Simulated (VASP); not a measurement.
Band structure of CsSnI3 (cubic perovskite). Level of theory: modified Becke-Johnson potential (mBJ), VASP's PBE PAW potentials (set 64) (plane waves; VASP 6.6.1).

mBJ is a potential without an energy functional, so only the levels count. Unless said otherwise, spin-orbit coupling is left out, though it shifts the bands of the heavy elements here.

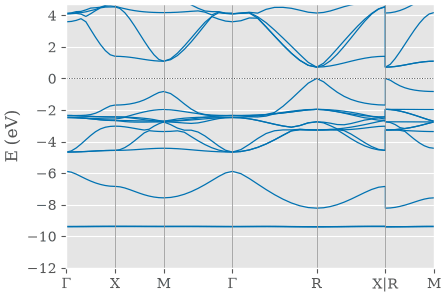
Figure: Bands along high-symmetry lines, zero at the valence-band maximum or, without a gap, the Fermi level

Q: Read the plot: is there a gap, and where are the band edges?

A: The gap is direct, 0.72 eV, from the valence maximum at R to the conduction minimum at R.

The compound is CsSnI3 in the cubic perovskite structure, the ideal cubic form; the compound distorts at low or room temperature. It was relaxed first. The cell's shape comes from a PBE relaxation.
